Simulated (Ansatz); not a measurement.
# What Pb2SeO (built on the sites of a database entry of PbSe) distorts into, part 3 of 3

Which phase does Pb2SeO (built on the sites of a database entry of PbSe) fall into along its unstable mode, and how much energy does it gain?

Ansatz 0.2.0; DFT PBEsol, scalar-relativistic, plane waves, PAW.

So far. Step 5 (Energy along the mode, all amplitudes (two of the runs …): The lowest of the steps tried is the last one, at 0.6 Å, 30.2 meV/atom below the parent; the bottom of the well need not coincide with a step. Step 7 (The new phase in its own primitive cell): The largest force component left is 0.37 meV/Å and the pressure is 0.001 GPa, within the tolerances set. The cell now holds 24.90 Å³/atom.

The structure was built from a prototype and need not be the compound's stable phase.

## Step 8: Modes of the new phase, k-mesh 6×6×6

A relaxed structure may still be a saddle point, so its zone-centre modes are computed. The response to a homogeneous field gives the Born charges and the dielectric tensor.

input.yaml reads:

```yaml
crystal:
  lattice:
    - [6.1408556014, -1.8497492516, -0.0073368301]
    - [6.1408556014, 1.8497492516, -0.0073368301]
    - [-0.449446048, 0.0, 4.3848800597]
  atoms:
    - { symbol: Pb, position: [0.6172005061, 0.6172005061, 0.7257739969] }
    - { symbol: Pb, position: [0.3197564149, 0.3197564149, 0.2634241487] }
    - { symbol: Se, position: [0.908590682, 0.908590682, 0.7092083452] }
    - { symbol: O, position: [0.154452397, 0.154452397, 0.4396209669] }
kpoints:
  mp_grid: { grid: [6, 6, 6] }
hamiltonian:
  xc: pbesol
scf:
  occupations: { method: fixed }
output:
  eigenvalues: true
phonons:
  method: dfpt
  dielectric: true
  rigid_motions: translations
```

The run is started by

```bash
ansatz run input.yaml --threads 8 --pin off --max-ram 14336MiB --backend cpu --events-out ev --progress --plain --runs-dir out
```

Numbers of over 12 decimals in the logs are rounded to 6 here.

The log of the run:

```text
[...]
Crystal: 4 atoms, lattice volume = 99.604 Å³
Basis set: ecut = 420 eV, 1961 PW (Γ), exchange–correlation on 90×90×60 points (8 copies of the dense FFT grid, shifted against one another)
Bands: 30, of which v1, the nominal top of the filled ones, is band 25 counted from 1 (24 counted from 0)
Symmetry: 2 space group operations
k-points: 112 of 216 (irreducible under 1 space group operation, time reversal used)
[...]
SCF iter   1: F=—  HF=-29494.885930 eV  |F-HF|=—  |Δ(HF+E_count)|=         —  Δρ=9.81e-3  dr2=9.65e-2  ethr=1.77e-3  ⟨swp⟩=5.0  Hψ=13236  notcnv=0  defer=328
[...]
SCF iter  10: F=-29494.865832 eV  HF=-29494.865832 eV  |F-HF|=1.46e-11  |Δ(HF+E_count)|=  2.84e-10  Δρ=1.36e-7  dr2=2.28e-11  ethr=1.00e-12  ⟨swp⟩=13.6  Hψ=22279  notcnv=0
SCF 1 converged in 10 iterations: F = -29494.865832 eV  dr2 = 2.28e-11
[...]
NSCF: frozen V_eff on 8 k-points
[...]
Bands: 26, of which v1, the nominal top of the filled ones, is band 25 counted from 1 (24 counted from 0)
k-points: 390 of 1440 (time reversal used)
[...]
Eigensolver: Dense (390 Hₖ)
SCF iter   1: F=—  HF=-29494.853801 eV  |F-HF|=—  |Δ(HF+E_count)|=         —  Δρ=2.81e-4  dr2=4.75e-5  ethr=1.00e-1
[...]
SCF iter   5: F=-29494.853800 eV  HF=-29494.853800 eV  |F-HF|=5.24e-9  |Δ(HF+E_count)|=   5.84e-8  Δρ=5.07e-6  dr2=2.80e-8  ethr=4.79e-10
SCF 1 converged in 5 iterations: F = -29494.853800 eV  dr2 = 2.80e-8
[...]
SCF converged after 10 iterations
Free energy (F): -29494.865832 eV
[...]
Internal energy: -29494.865832 eV  (E = F + TS)
E sigma→0 (E₀):  -29494.865832 eV
Fermi energy:    8.326371 eV
[...]
--- Band table (eV; the first three rows and the last of 112) ---
  k-point 0: bands = [... 21 lower, 5.4582, 6.1937, 7.1145, 7.3319, 10.5334, 12.0925, 12.7298, 13.5667, ... 1 higher]
  k-point 1: bands = [... 21 lower, 5.7285, 6.7109, 7.4353, 7.4792, 10.1804, 11.4438, 12.9370, 13.3755, ... 1 higher]
  k-point 2: bands = [... 21 lower, 5.7148, 6.8459, 7.6658, 8.3264, 9.7355, 10.8432, 12.9053, 12.9110, ... 1 higher]
  k-point 111: bands = [... 21 lower, 5.6180, 7.1697, 7.6643, 7.8668, 9.7310, 10.0928, 12.4125, 12.8653, ... 1 higher]
[...]
ASR residual: 8.143e-5 → 0.000e0 eV/Å²; symmetrization residual: 8.300e-6 eV/Å²
  ASR residual per site (eV/Å²): 8.14e-5 7.22e-5 2.27e-5 8.07e-5
[...]
ε∞ (high-frequency dielectric tensor):
       11.720256    -0.000000    -0.178432
       -0.000000    14.409738     0.000000
       -0.178432     0.000000    11.268603
  ε⁰ (static dielectric tensor: ions relaxed, cell fixed):
       34.351925     0.000000     0.305307
        0.000000    46.369725     0.000000
        0.305307     0.000000    17.770099
  ε⁰ − ε∞ (ionic part):
       22.631669     0.000000     0.483739
        0.000000    31.959987     0.000000
        0.483739     0.000000     6.501496
[...]
Born effective charges Z* (e; rows j = field, columns β = displacement):
    site 0:
         4.06559   -0.00000   -0.73629
        -0.00000    4.70699    0.00000
         0.01000    0.00000    1.44539
    site 1:
         2.12556    0.00000    0.06622
         0.00000    2.66384    0.00000
        -0.58565    0.00000    3.61505
    site 2:
        -3.01060   -0.00000   -0.64029
        -0.00000   -4.08901   -0.00000
        -0.69841   -0.00000   -3.10749
    site 3:
        -3.18054    0.00000    1.31036
         0.00000   -3.28183   -0.00000
         1.27407   -0.00000   -1.95296
  Z* charge neutrality: 6.530e-3 e pre-enforcement
  solved inside a basis spanned on kpoints, on 12×12×10 k-points: ε∞ is read to err by 6.0e-2, Z* by 2.3e-2 e (field_mesh: kpoints solves on kpoints); Z* is corrected for what the basis lacks
  optical modes at Γ without the LO–TO term, one row a degenerate level:
      ω (cm⁻¹)  modes    IR ((D/Å)²/amu)
         38.00      1             1.0892
         47.97      1             0.1053
         72.88      1             4.3063
        106.94      1             1.1748
        114.17      1             5.5350
        133.34      1             3.7831
        227.66      1             2.3133
        233.14      1            17.0485
        400.57      1            23.0824
  optical modes at Γ + LO–TO along q̂ = [1.0000, 0.0000, 0.0000]:
      ω (cm⁻¹)  modes    IR ((D/Å)²/amu)
         38.00      1             1.0892
         48.34      1             0.0340
         96.51      1             0.7863
        114.17      1             5.5350
        115.92      1             2.2560
        143.53      1             4.4797
        229.11      1             2.7147
        233.14      1            17.0485
        437.68      1            24.4946
  optical modes at Γ + LO–TO along q̂ = [0.0000, 1.0000, 0.0000]:
      ω (cm⁻¹)  modes    IR ((D/Å)²/amu)
         46.54      1             0.2113
[...]
227.66      1             2.3133
        289.28      1            21.4685
        400.57      1            23.0824
  optical modes at Γ + LO–TO along q̂ = [0.0000, 0.0000, 1.0000]:
      ω (cm⁻¹)  modes    IR ((D/Å)²/amu)
         38.00      1             1.0892
         48.28      1             0.0982
         73.02      1             4.2917
        109.05      1             0.9571
        114.17      1             5.5350
        150.41      1             3.0262
        233.14      1            17.0485
        235.95      1             3.0015
        418.42      1            23.3906
```

Wall time 1.7 min (8 threads of Intel Xeon Platinum 8488C (Sapphire Rapids), shared host); peak memory 3.3 GiB; 12 min of CPU time.

This step gave:

| Item | Value |
| --- | --- |
| sum-rule residual before enforcement | 8.14e-5 eV/Å² |
| miss of the charge sum rule | 0.006530 e |
| estimated error of the dielectric tensor | 0.05976 |
| estimated error of the Born charges | 0.02318 e |
| point group | m |
| highest optical mode at the zone centre (no LO-TO term) | 400.6 cm⁻¹ |
| lowest optical zone-centre mode | 38 cm⁻¹ |
| mean high-frequency dielectric constant | 12.47 |
| largest Born charge (third of the trace) | 3.406 e |
| mean static dielectric constant | 32.83 |
| top of the zone-centre spectrum with the field | 437.7 cm⁻¹ |

Without the LO-TO term. Patterns of degenerate modes are one choice out of their space. Modes at Γ, with each element's share of the kinetic energy:

| mode | frequency (cm⁻¹) | symmetry | Pb % | Se % | O % |
| --- | --- | --- | --- | --- | --- |
| 1 | 0.0 | acoustic | 81 | 16 | 3 |
| 2 | 0.0 | acoustic | 81 | 16 | 3 |
| 3 | 0.0 | acoustic | 81 | 16 | 3 |
| 4 | 38.0 | A'' | 83 | 15 | 2 |
| 5 | 48.0 | A' | 69 | 25 | 6 |
| 6 | 72.9 | A' | 69 | 29 | 3 |
| 7 | 106.9 | A' | 53 | 46 | 1 |
| 8 | 114.2 | A'' | 31 | 69 | 0 |
| 9 | 133.3 | A' | 32 | 67 | 1 |
| 10 | 227.7 | A' | 10 | 2 | 88 |
| 11 | 233.1 | A'' | 5 | 0 | 95 |
| 12 | 400.6 | A' | 4 | 1 | 96 |

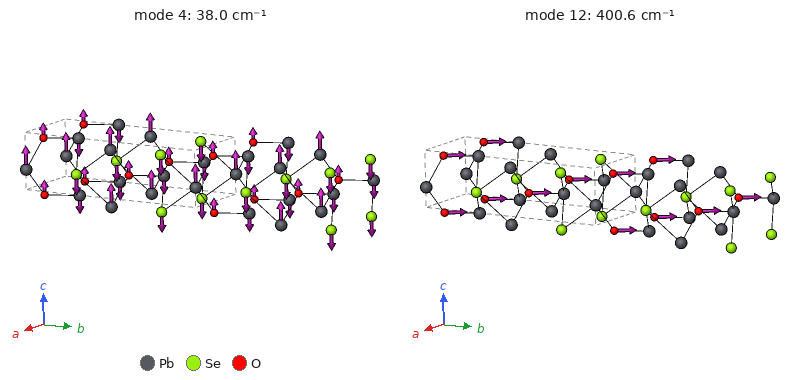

Displacement patterns of modes 4 and 12 at Γ; arrows are exaggerated. 2×2×1 conventional cells are drawn. Some periodic images of atoms are drawn too.

Optical modes at the zone centre, without and with the macroscopic field of the longitudinal modes; each column is sorted by frequency, so a row need not hold one and the same mode. Modes with and without the field, by row:

```
rank among optical modes  no field (cm⁻¹)  q along (1, 0, 0) (cm⁻¹)  q along (0, 1, 0) (cm⁻¹)  q along (0, 0, 1) (cm⁻¹)
                       1               38                        38                      46.5                        38
                       2               48                      48.3                        48                      48.3
                       3             72.9                      96.5                      72.9                        73
                       4            106.9                     114.2                     106.9                       109
                       5            114.2                     115.9                     133.3                     114.2
                       6            133.3                     143.5                     134.8                     150.4
                       7            227.7                     229.1                     227.7                     233.1
                       8            233.1                     233.1                     289.3                     235.9
                       9            400.6                     437.7                     400.6                     418.4
```

Born charge (rows field, columns displacement) (e), principal values of the symmetric part by kind of site:

| atom | atoms with these values | low | middle | high | mean |
| --- | --- | --- | --- | --- | --- |
| Pb1 | 1 | 1.40 | 4.11 | 4.71 | 3.41 |
| Pb2 | 1 | 2.08 | 2.66 | 3.66 | 2.80 |
| Se3 | 1 | -4.09 | -3.73 | -2.39 | -3.40 |
| O4 | 1 | -4.00 | -3.28 | -1.14 | -2.81 |

In full for Se3:

```
-3.01  0.00 -0.64
 0.00 -4.09  0.00
-0.70  0.00 -3.11
```

High-frequency dielectric tensor:

```
11.72  0.00 -0.18
 0.00 14.41  0.00
-0.18  0.00 11.27
```

Static dielectric tensor (ions relaxed, fixed cell):

```
34.35  0.00  0.31
 0.00 46.37  0.00
 0.31  0.00 17.77
```

Transverse modes. Lines of the infrared spectrum (strongest = 100):

```
position (cm⁻¹)  label  relative intensity
             38    A''                 4.7
             48     A'                 0.5
             73     A'                  19
            107     A'                 5.1
            114    A''                  24
            133     A'                  16
            228     A'                  10
            233    A''                  74
            401     A'                 100
```

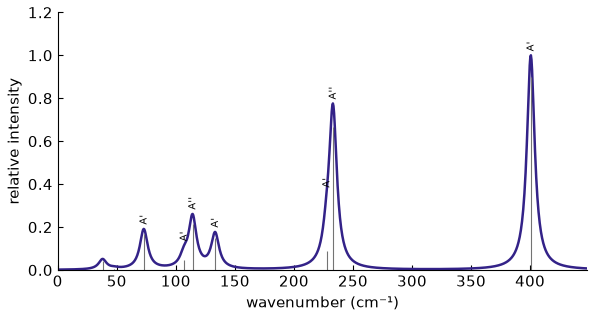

The infrared spectrum, broadened with Lorentzians of width 8 cm⁻¹; bars mark the lines.

Before it was imposed, the acoustic sum rule was missed by 8.1e-5 eV/Å² and the charge sum rule by 0.0065 e. Small misses are needed for a sound result but don't prove that mesh and cutoff are converged. The lowest optical mode is real, 38.0 cm⁻¹.

The log warns of the k mesh: “the force constants stand on the 6×6×6 k-mesh, whose period is 8.74 times the interband length at k = (0.3333, 0.3333, -0.3333), direct gap 1.615 eV, under 14: take them and everything formed from them as unconverged”.

## Step 9: The phases reached

The phases reached along the modes that were followed are set side by side.

Energies are those of the first relaxation, on the mesh of the frozen mode; space group, volume and gap are those of the last relaxation. Phases, by row:

```csv
mode frozen in,space group,energy from parent (meV/atom),volume (Å³/atom),gap on mesh (eV),lowest zone-centre optical mode (cm⁻¹),largest shift (Å)
parent,Amm2,0,23.47,0.345,–,–
"q = (0, 0, 0), 180i cm⁻¹",Pm,-92.05,24.75,0.515,41.9,0.766
"q = (0, 0, 0), 168i cm⁻¹",Cm,-69.4,24.9,0.693,38,0.678
```

## Step 10: What came out

```
unstable mode of the parent                                                      : q = (0, 0, 0), 168i cm⁻¹
depth at the lowest point sampled                                                : 30.2 meV/atom
largest atomic shift at that point                                               : 0.6 Å
space group reached (within 0.01 Å)                                              : Cm
energy gained over the parent (first relaxation, on the mesh of the frozen mode) : 69.4 meV/atom
volume per atom, phase reached                                                   : 24.9 Å³
gap on the k-mesh, phase reached                                                 : 0.693 eV
lowest optical zone-centre mode, phase reached                                   : 38.0 cm⁻¹
highest optical mode at the zone centre (no LO-TO term), phase reached           : 401 cm⁻¹
```

**Reading.** Along this mode the structure falls into Cm, 69.4 meV/atom below the parent. At the parent's cell the well is 30.19 meV/atom deep on the steps tried, with its lowest point at a shift of 0.6 Å. That is the last step tried, so the steps alone don't bracket the bottom of the well. Relaxing atoms and cell changes the gain by +39.21 meV/atom against the lowest step (energies at zero smearing). The new phase has no imaginary mode at the zone centre of its cell; other wavevectors were not checked. Of the 2 patterns followed to their end from this parent, this one ends 22.7 meV/atom above the lowest, Pm. Each path keeps the symmetry of its pattern, so a lower phase may lie along a pattern not tried. With the field response the log warns that the k mesh is coarse for the force constants too, so the frequencies may not be converged. Spin-orbit coupling is left out, which can matter for the heavy elements here. The starting cell was built on a prototype and not taken from a measurement, so the phase need not exist.

[Logs are printed without paths, hosts, clocks, repeated set-up lines and the standing remarks that a program may print on its own settings, such as how far it seeks lower states.]

[Hosts, paths, dates, database ids (printed as entryN), source tags and the programs' standing remarks are cut or masked in the printed files.]
